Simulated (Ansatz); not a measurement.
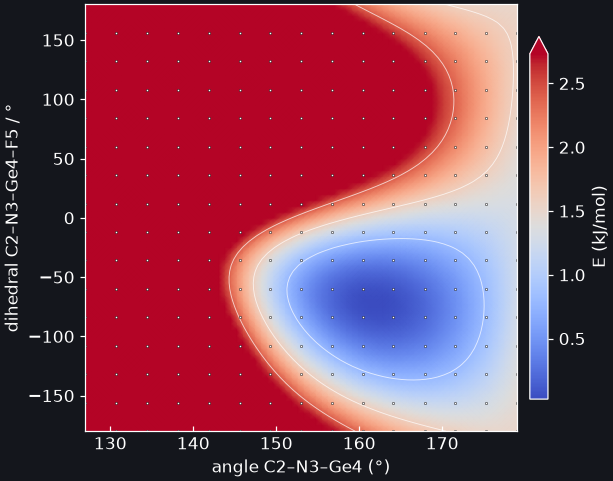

CHFGeNO, SMILES O=C=[N][GeH][F], spin multiplicity 2. First axis: angle C2–N3–Ge4. Second axis: dihedral C2–N3–Ge4–F5. Nothing is relaxed (all other coordinates rigid). The scan uses a 15 × 15 grid. Points are written as (first, second). All energies are given in kJ/mol relative to the relaxed molecule at the same level. The calculation used UHF/def2-SVP in Ansatz 0.2.0.

The picture shows a smooth colour map with a few white contour lines, dots at the grid points, one colour for all values above the top of the scale. Between grid points the surface is interpolated.

Question: Where is the minimum, and how stiff is the well along each coordinate?

Answer: The interpolated minimum is at angle C2–N3–Ge4 ≈ 162.0°, dihedral C2–N3–Ge4–F5 ≈ −72°. The curvatures there are about 0.39 eV/rad² and 0.017 eV/rad², with a cross term of about 0.013 eV/rad². Round the minimum the valley is somewhat tilted: raising angle C2–N3–Ge4 shifts the best value of dihedral C2–N3–Ge4–F5 downwards (coupling k₁₂/√(k₁₁k₂₂) about 0.2). (1 eV is 96.5 kJ/mol.)
